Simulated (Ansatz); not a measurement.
**CH3AlMg: density, localisation and related maps**

Input

```
crystal:
  periodic: [false, false, false]
  atoms:
    - {symbol: C, position_ang: [0.520611, -0.255533, 0.281411]}
    - {symbol: Al, position_ang: [-0.674661, -1.128235, -0.949080]}
    - {symbol: Mg, position_ang: [1.364517, 0.309311, -1.613719]}
    - {symbol: H, position_ang: [1.505042, -0.760504, 0.350857]}
    - {symbol: H, position_ang: [0.208706, 0.014667, 1.295422]}
    - {symbol: H, position_ang: [-2.272734, -1.173486, -0.968491]}
basis:
  gaussian:
    orbitals: def2-TZVPD
hamiltonian:
  xc: {name: PBE0}
output: {forces: true, orbitals: {seedname: orbitals}}
```

Command:

```sh
ansatz run input.yaml --threads 2 --pin off --max-ram 4350MiB --events-out events.jsonl --progress --plain --runs-dir runs
```

Geometry: r2SCAN-D4/def2-TZVP.

Level of theory: isolated molecule in a Gaussian basis; Kohn-Sham density functional theory, functional PBE0 in Ansatz.

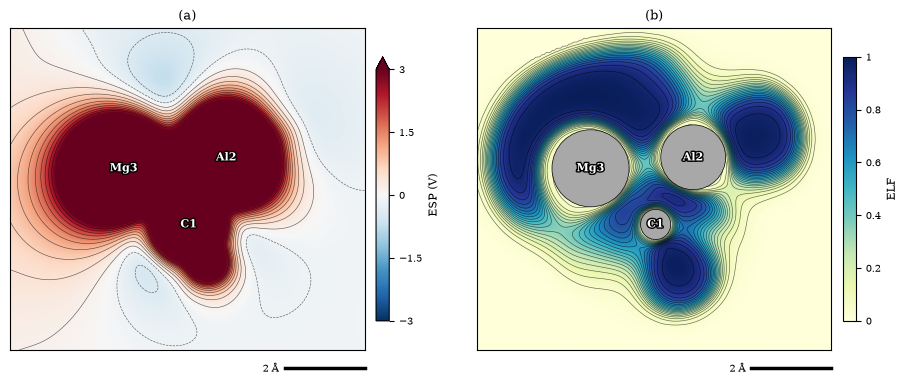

Figure 1. (a) molecular electrostatic potential; (b) electron localisation function on the plane of atoms C1, Mg3 and Al2. Grey discs cover the atomic cores in the ELF map.

### Interpret the plot.

Atoms in the plane: C, Al and Mg. C–Al (1.92 Å): the ELF peaks at about 0.90 between the atoms; a shared but strongly polarised pair. C–Mg (2.15 Å): the ELF peaks at about 0.80 in the valence shell of C, 0.7 Å from its nucleus, and is about 0.50 at the midpoint. Mg–Al (2.58 Å): the ELF is about 0.40 at the midpoint. Outside the dense part of the molecule the potential is most negative (−0.7 V) near H6, which lies off the plane.

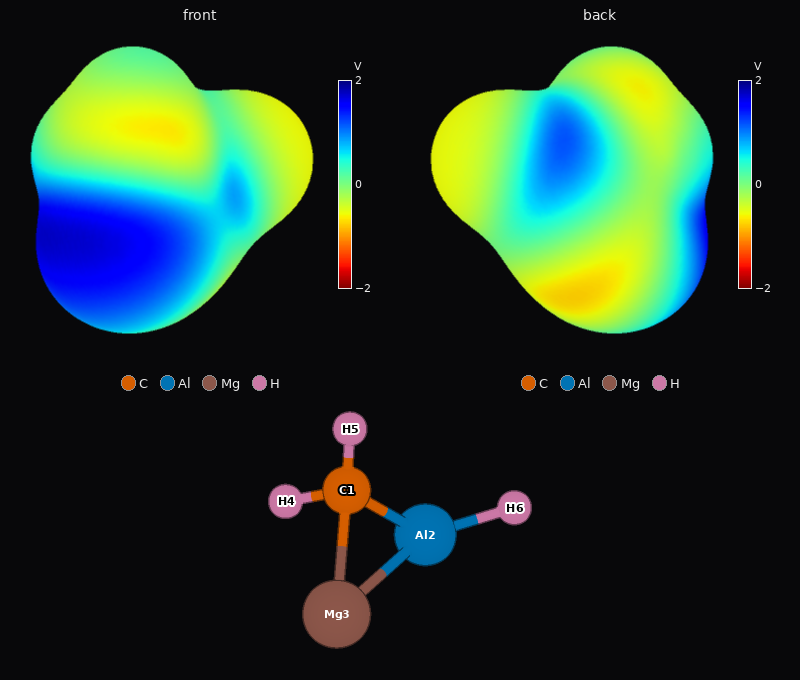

Figure 2. The molecular electrostatic potential painted on the density surface at 0.001 e/bohr³, seen from the front and from behind; the colour scale runs from red (negative) to blue (positive). The bare structure is drawn below in the same view.

### Which sites attract a positive test charge, and which a negative one?

A positive charge is drawn to the negative regions and a negative charge to the positive ones. The most negative region (about −0.7 V, or −16 kcal/mol for a unit charge) lies over H6, the most positive (about +1.7 V, or +39 kcal/mol for a unit charge) over Mg3.

### What dipole moment does the calculation give?

Its dipole moment is 2.21 D.

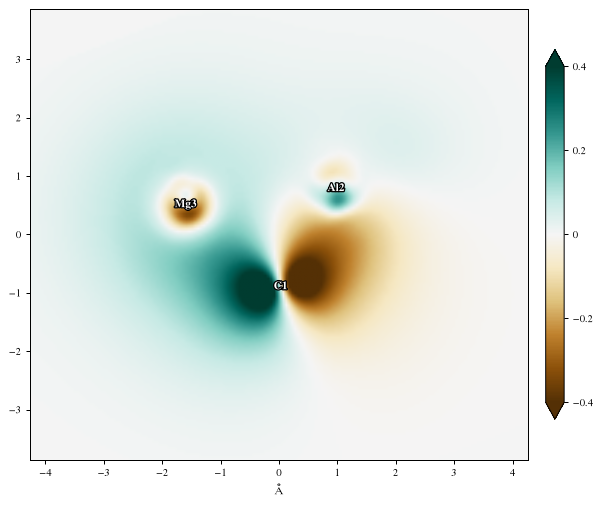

Figure 3. The HOMO−1 on the plane of atoms Al2, C1 and Mg3 (values in Å⁻³ᐟ²; the overall sign is arbitrary).

### Describe this orbital and give its energy.

Its weight (Hirshfeld) is mainly on C1 (about 45 %), Mg3 (about 25 %) and Al2 (about 20 %). Its energy is −6.56 eV.
